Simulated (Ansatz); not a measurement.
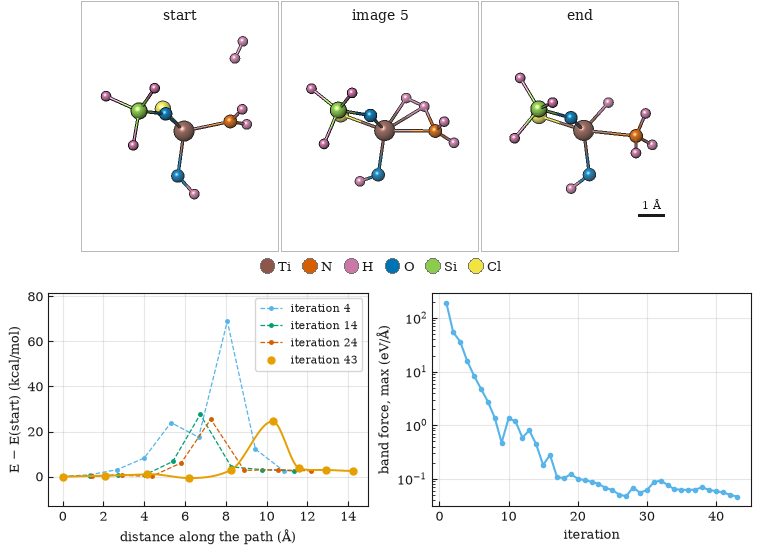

NEB run on TiSiNH₈O₂Cl, made up at the start of TiSiNH₆O₂Cl and H2. Images are numbered from 0 (start) to 8 (end). The plot follows the band through its iterations. The picture is a ball-and-stick view, seen from a free direction.

Theory: Ansatz 0.2.0, RKS PBE/def2-SVP. Run with 7 movable images; climbing image; force threshold 0.05 eV/Å; iteration limit 60; starting path through a guess of the saddle point.

> How did the profile develop, and is the result final?

The run is converged, with reservations. The band converged in 43 iterations. The largest component of the band force went from 190 to 0.047 eV/Å. The climbing image converged on the top of the path. Its vibrational analysis gives one imaginary mode (1038i cm⁻¹), as a transition state must have. The first iteration put the highest image at 1308.3 kcal/mol. Forward barrier 24.5 kcal/mol, backward barrier 22.0 kcal/mol, with image 5 at the top; the reaction energy is +2.5 kcal/mol. Image 3 lies below both ends, at −0.7 kcal/mol, which points to an intermediate minimum that so few images don't resolve. The profile has 2 maxima (images 2, 5) with a dip at image 3 (−0.7 kcal/mol), so the process runs in steps.

Limits of the set-up: the start holds two separate molecules, 2.7 Å apart at their closest, whose relative position is a soft coordinate and is computed without a dispersion correction.

Cost: 6.3 min on 4 threads of Intel(R) Xeon(R) 6975P-C (Granite Rapids) (shared host), peak memory 0.26 GiB.
